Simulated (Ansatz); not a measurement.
**ClH (hydrogen chloride): SVWN5/def2-TZVPPD**

Aim: the electronic atomisation energy of ClH (hydrogen chloride) at SVWN5/def2-TZVPPD, from 3 runs. 

The results are computed with Ansatz 0.2.0.

### 1 The structure to begin with

ClH: 2 atoms, total charge 0, spin state singlet. As SMILES, `Cl`. The coordinates come from a PBE0-D4/def2-TZVP relaxation.

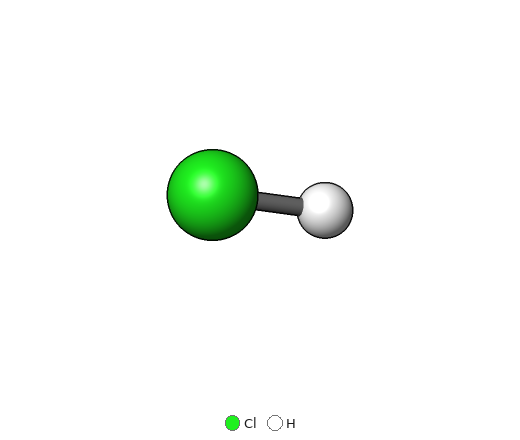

The structure, seen from a chosen angle (chlorine green, hydrogen white).

### 2 The energy at SVWN5/def2-TZVPPD

job.yaml

```yaml
crystal:
  periodic: [false, false, false]
  atoms:
    - {symbol: Cl, position_ang: [0.546000, -0.178500, 0.280800]}
    - {symbol: H, position_ang: [-0.546000, 0.178500, -0.280800]}
basis:
  gaussian:
    orbitals: def2-TZVPPD.json
accuracy: high
output: {orbitals: {seedname: orbitals}}
hamiltonian:
  xc: {name: SVWN5}
```

The basis set def2-TZVPPD is read from a file made from the Basis Set Exchange's data (not shown).

Run with:

```
$ ansatz run job.yaml --threads 1 --pin off --max-ram 2610MiB --events-out events.jsonl --progress --plain --runs-dir runs
```

Output:

```text
Warning: RAYON_NUM_THREADS=1 ignored (pool sized by the plan → 1); use --threads N
Functional definition: SVWN5
  name "SVWN5"
  exchange = slater_x
  correlation = vwn5_c
849 factors; integrals over basis functions are off by at most 3.7e-9 eV
mean field evaluation 1: about -12498.3964 eV, gradient 1.2e1 eV
mean field evaluation 2: about -12498.3136 eV, gradient 1.5e1 eV
mean field evaluation 4: about -12498.7700 eV, gradient 6.3e-1 eV
mean field evaluation 8: about -12498.7705 eV, gradient 2.6e-3 eV
mean field evaluation 16: about -12498.7705 eV, gradient 6.9e-8 eV
mean field -12498.77052184 eV, -459.3213447068 hartree, gradient 6.7e-8 eV, S^2 0.000000; 0 other end points of the search recorded, 0 dependent functions left out
reference -12498.77052590 eV, -459.3213448559 hartree; 9, 9 occupied and 59, 59 virtual orbitals, 849 factors
Total energy: -12498.77052590 eV, -459.3213448559 hartree
```

Wall time 0.5 s (1 thread of Intel Xeon 6975P-C (Granite Rapids), shared host); peak memory 0.12 GiB.

### 3 The Cl atom

job.yaml

```yaml
crystal:
  periodic: [false, false, false]
  atoms:
    - {symbol: Cl, position_ang: [0.000000, 0.000000, 0.000000]}
basis:
  gaussian:
    orbitals: def2-TZVPPD.json
magnetization:
  spin_polarized: true
  initial_magnetization: 1
hamiltonian:
  xc: {name: SVWN5}
accuracy: high
```

The basis set def2-TZVPPD is read from a file made from the Basis Set Exchange's data (not shown).

Run the same way, it converges to -458.65071 Eh (log not shown).

### 4 The H atom at the same level

molecule.yaml

```yaml
crystal:
  periodic: [false, false, false]
  atoms:
    - {symbol: H, position_ang: [0.000000, 0.000000, 0.000000]}
basis:
  gaussian: {orbitals: def2-TZVPPD.json}
magnetization: {spin_polarized: true, initial_magnetization: 1}
hamiltonian: {xc: {name: SVWN5}}
accuracy: high
```

The basis set def2-TZVPPD is read from a file made from the Basis Set Exchange's data (not shown).

Run with:

```
$ ansatz run molecule.yaml --threads 1 --pin off --max-ram 2610MiB --events-out events.jsonl --progress --plain --runs-dir runs
```

Output:

```text
Warning: RAYON_NUM_THREADS=1 ignored (pool sized by the plan → 1); use --threads N
[... 4 set-up lines as earlier in the session ...]
117 factors; integrals over basis functions are off by at most 2.6e-9 eV
mean field evaluation 1: about -13.0142 eV, gradient 4.5e-1 eV
mean field evaluation 2: about -13.0141 eV, gradient 4.5e-1 eV
mean field evaluation 4: about -13.0164 eV, gradient 6.4e-5 eV
mean field evaluation 8: about -13.0164 eV, gradient 1.8e-7 eV
mean field -13.01639852 eV, -0.4783438226 hartree, gradient 4.8e-10 eV, S^2 0.750000; 0 other end points of the search recorded, 0 dependent functions left out
reference -13.01640029 eV, -0.4783438880 hartree; 1, 0 occupied and 16, 17 virtual orbitals, 117 factors
Total energy: -13.01640029 eV, -0.4783438880 hartree
```

Wall time 0.08 s (1 thread of Intel Xeon 6975P-C (Granite Rapids), shared host).

### 5 Summary of results

At SVWN5/def2-TZVPPD:

```
                     quantity          value
       molecule: total energy  -459.32134 Eh
        molecule: HOMO energy       -8.15 eV
        molecule: LUMO energy       -1.04 eV
      molecule: HOMO–LUMO gap        7.11 eV
        Cl atom: total energy  -458.65071 Eh
                Cl atom: ⟨S²⟩          0.752
         H atom: total energy    -0.47834 Eh
                 H atom: ⟨S²⟩          0.750
electronic atomisation energy       5.232 eV
```

**Reading.** Taking the molecule apart into free atoms costs 5.23 eV (505 kJ/mol), before zero-point energy and without spin-orbit coupling.
